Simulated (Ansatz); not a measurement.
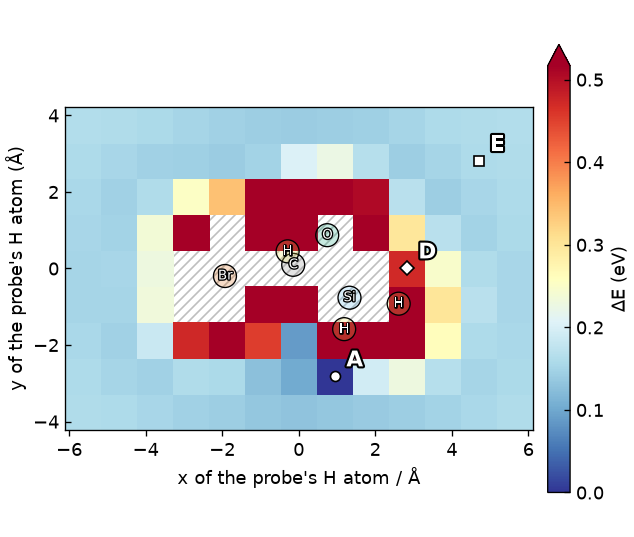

CH₃BrOSi (SMILES BrC1O[SiH2]1) with the probe H. The probe is moved over the molecule's main plane. Coordinates scanned: (1) x of the probe's H atom; (2) y of the probe's H atom. Nothing is relaxed (molecule and probe rigid). The scan uses a 13 × 9 grid. At 12 points there is no value (left out of the scan, as a rule where atoms come close). Energies are in eV, from the lowest grid point. Energies and slopes of some neighbouring points disagree (a jump in structure or state, or too coarse a mesh). The calculation used UKS PBE-D4/def2-SVP in Ansatz 0.2.0.

Drawn: one coloured cell a grid point, labelled circles for the molecule's atoms, projected on the plane, one colour for all values above the top of the scale, hatched blanks where no value was computed, lettered points.

> Rank the lettered points by energy, lowest first.

A (0.00 eV), E (0.16 eV), D (0.47 eV).
